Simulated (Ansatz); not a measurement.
**Fields on a plane of VO2 (rutile)**

```xyz
6
Lattice="4.5841 0.0000 0.0000 0.0000 4.5841 0.0000 0.0000 0.0000 2.8389" Properties=species:S:1:pos:R:3 pbc="T T T"
V      0.0000     0.0000     0.0000
V      2.2921     2.2921     1.4195
O      1.3753     1.3753     0.0000
O      3.6673     0.9168     1.4195
O      0.9168     3.6673     1.4195
O      3.2088     3.2088     0.0000
```

The slice is a (-1 2 0) plane (indices of the conventional cell) through the point (0.200, 0.800, 0.500) (fractional), spanned by u = [001] and v = [210] in vectors of this cell: u (2.84 Å) and v (10.25 Å, at 90° to u). It covers one period; positions are fractions (u, v).

Atoms on it: V at (0.00, 0.66), 0.2 Å off the plane; O at (0.50, 0.54), 0.2 Å off the plane; O at (0.00, 0.00). Other atoms lie within 1 Å of the plane.

Calculation: PBE (plane waves to 420 eV, PAW, scalar-relativistic; Ansatz, a quantum-chemistry and plane-wave program). k mesh 10×10×16. Near the nuclei the fields are pseudised (PAW); where an atom keeps semicore shells as valence, they peak there. Relaxed VO2 ends ferromagnetic. The PAW data are Ansatz's earlier set. This is a high-temperature form of VO2. VO2 is run spin-polarised and with no Hubbard U. VO2 was relaxed with its symmetry unable to fall. Other magnetic orders were not checked, so this need not be the ground state.

```
|887755332222335577|
|665544332222334455|
|333322221111222233|
|111111222222221111|
|001122334444332211|
|111133445555443311|
|222233556666553322|
|333344555555554433|
|776644444444444466|
|998866333333336688|
|999977443333447799|
|998866444444446688|
|665555556666555555|
|333355778888775533|
|223355778888775533|
|112244667777664422|
|111133445555443311|
|222222333333332222|
|333333333333333333|
|555544445555444455|
|776655445555445566|
|777755444444445577|
|666644332222334466|
|444433221111223344|
|222211111111111122|
|000000000000000000|
|000000000000000000|
|111100000000000011|
|333322110000112233|
|665544221111224455|
|887755332222335577|
|998866442222446688|
```
Scale: ten equal steps from -1.46 (start of '0') to 1.15 (end of '9'), in the order '0123456789'. Values: log₁₀ of the valence density in e/Å³. The map has 9 points along u (two characters each, u = 0 at the left) and 32 along v (v = 0 in the bottom row). The scale is logarithmic, as a density can span decades between atoms and voids.

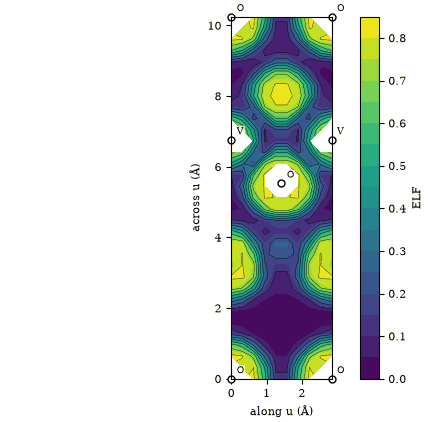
Electron localisation function (ELF), one period of the plane, atoms marked. Points within 0.4 Å of a nucleus are left white, as the pseudised field means little there.
